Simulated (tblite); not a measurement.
# C5H14SSi2: the cost of one run

Programs: tblite 0.8.0 and PySCF 2.14.0, with density-fitted response routines of our own. Each step states its level of theory. These are calculated values for one molecule in the gas phase, unless marked as measured. Atoms count from 0, in the outputs and in this text.

## Step 1: Starting geometry

22 atoms, charge 0, multiplicity 1; geometry from: force field or distance geometry start.

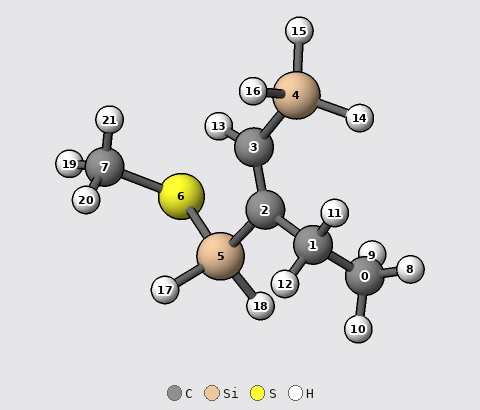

The starting geometry (carbon grey, silicon light orange, sulfur yellow, hydrogen white), atoms numbered.

## Step 2: Relaxing the molecule with GFN2-xTB

Job settings and geometry (Å):

```
{"job": {"kind": "relax", "xc": "GFN2-xTB", "basis": "xTB"}, "charge": 0, "multiplicity": 1}
C     -2.262800    -1.655900     0.337500
C     -1.796100    -0.469300    -0.476700
C     -0.376400    -0.098500    -0.143600
C     -0.040200     1.106500     0.314800
Si    -1.256400     2.447100     0.650500
Si     0.923400    -1.357000    -0.424800
S      2.703900    -0.944500     0.710500
C      3.706800     0.205200    -0.286900
H     -3.322300    -1.441800     0.614300
H     -1.719600    -1.818800     1.273000
H     -2.302000    -2.598500    -0.268100
H     -2.483100     0.382500    -0.335500
H     -1.756800    -0.793700    -1.537400
H      1.005300     1.280700     0.522700
H     -2.601200     1.978300     0.944700
H     -0.719800     3.258900     1.754200
H     -1.232600     3.303100    -0.565600
H      1.343200    -1.396500    -1.853700
H      0.442200    -2.698300    -0.103900
H      4.790400    -0.024800    -0.160300
H      3.416300     0.113800    -1.369100
H      3.527200     1.240900     0.001900
```

Launch:

```bash
$ OMP_NUM_THREADS=1 python probes_run.py task.json out
```

This one command runs all jobs of the session in turn.

**Question.** How long does this first job take on 1 thread of Arm Neoverse V1, shared host, and how much memory does it need?

About 2.4 s, with a peak of 0.18 GiB.
